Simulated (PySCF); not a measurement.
SMILES [Sn]([Cl])([Br])([NH2])[Cl] (H2BrCl2NSn) at its PBE0/def2-SVP optimised geometry (Å):

```
7

N     -1.3834    -1.9629     1.7115
Sn    -0.7712    -1.0952     0.0000
Cl     1.5554    -1.0952     0.0000
Cl    -1.5554     1.0952     0.0000
Br    -1.5241    -2.1641    -2.1078
H     -1.0520    -2.9238     1.7952
H     -2.3996    -1.9663     1.7979
```

Method: PBE0/def2-TZVP, def2 effective core potentials past Kr (PySCF). The core electrons that the potentials of Sn replace are not part of the density.

Map of the electron localisation function on the plane z = 0.6 Å:

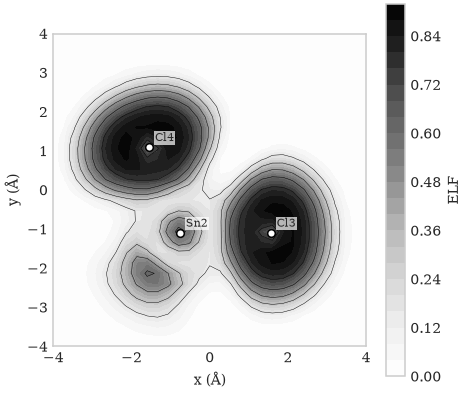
Fig. 1. Electron localisation function on the plane z = 0.6 Å.
